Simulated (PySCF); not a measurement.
**AlH2BrO2 (SMILES [OH][Al]([OH])[Br]) at SVWN5/def2-SVP**

What is the energy change on altering one bond length of AlH2BrO2 at SVWN5/def2-SVP? The job is set up through a Python script.

The calculation is run with PySCF 2.14.0.

6 further runs of the same task are left out: 3 for a known fault of the program, 3 set aside as unsound or not needed.

## Step 1: The system as given

The species is AlH2BrO2 (6 atoms), meant as a singlet with charge 0. As SMILES, `[OH][Al]([OH])[Br]`. The shape is that of a PBE0-D4/def2-TZVP optimisation. This is one conformer, not always the lowest.

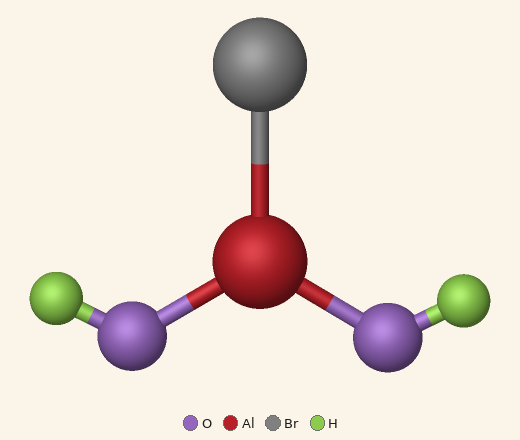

The structure, seen from a chosen angle (oxygen purple, aluminium red, bromine grey, hydrogen green).

## Step 2: A single-point energy at SVWN5/def2-SVP

run.py reads:

```python
from pyscf import gto, dft

molecule = gto.Mole()
molecule.atom = [
    ('O', (-0.080200, 1.421100, -0.824900)),
    ('Al', (-0.029700, -0.053500, -0.021600)),
    ('O', (1.110100, -0.254800, 1.196000)),
    ('Br', (-1.450800, -1.714400, -0.562000)),
    ('H', (-0.702100, 1.604000, -1.526900)),
    ('H', (1.194600, -1.066400, 1.693300)),
]
molecule.verbose = 3
molecule.basis = 'def2-svp'
molecule.max_memory = 1860
molecule.charge = 0
molecule.spin = 0
molecule.build()

calc0 = dft.RKS(molecule, xc='svwn')
calc0.grids.level = 5
calc0.conv_tol = 1e-10
calc0.kernel()
if not calc0.converged:
    calc0 = calc0.newton().run(calc0.mo_coeff, calc0.mo_occ)

etot = calc0.e_tot
print('E = %.10f Eh' % etot)
```

Started as:

```console
$ OMP_NUM_THREADS=1 python run.py
```

Log:

```text
converged SCF energy = -2962.23379667371
E = -2962.2337966737 Eh
```

Run time: 9.9 s. Hardware: 1 thread of Arm Neoverse V2, shared host; peak memory 0.29 GiB.

## Step 3: The distorted shape, same level

job.py reads:

```python
from pyscf import gto, dft

mol = gto.M(
    atom='''
O     -0.231401     3.452378    -2.028738
Al    -0.135970     0.665788    -0.510721
O      2.017940     0.285386     1.790209
Br    -2.821459    -2.472858    -1.531929
H     -1.406621     3.798009    -3.355326
H      2.257467    -2.015204     3.199873
''',
    charge=0,
    unit='bohr',
    basis='def2-svp',
    spin=0,
    verbose=3,
    max_memory=1860,
)

mf = dft.RKS(mol, xc='svwn')
mf.grids.level = 5
mf.conv_tol = 1e-10
mf.kernel()
if not mf.converged:
    mf = mf.newton().run(mf.mo_coeff, mf.mo_occ)

e_final = mf.e_tot
print('E(%s) = %.9f' % ('SVWN5', e_final))
```

Started as:

```console
$ OMP_NUM_THREADS=1 python job.py
```

Log:

```text
converged SCF energy = -2962.15101001326
E(SVWN5) = -2962.151010013
```

It took 9.9 s on 1 thread of Arm Neoverse V2, shared host; peak memory 0.29 GiB.

## Step 4: Outcome

At SVWN5/def2-SVP:

| quantity | value |
| --- | --- |
| first shape: total energy | -2962.23380 Eh |
| first shape: dipole moment | 0.81 D |
| first shape: HOMO energy | -7.20 eV |
| first shape: LUMO energy | -1.59 eV |
| first shape: HOMO–LUMO gap | 5.61 eV |
| distorted shape: total energy | -2962.15101 Eh |
| distorted shape: dipole moment | 1.04 D |
| distorted shape: HOMO energy | -7.06 eV |
| distorted shape: LUMO energy | -3.29 eV |
| distorted shape: HOMO–LUMO gap | 3.77 eV |
| energy change with the O3–H6 bond stretched from 0.956 to 1.433 Å | 2.253 eV |

**Reading.** With the O3–H6 bond stretched from 0.956 to 1.433 Å the energy rises by 2.25 eV (217 kJ/mol). The first shape isn't relaxed at this level, so the change isn't measured from a minimum.
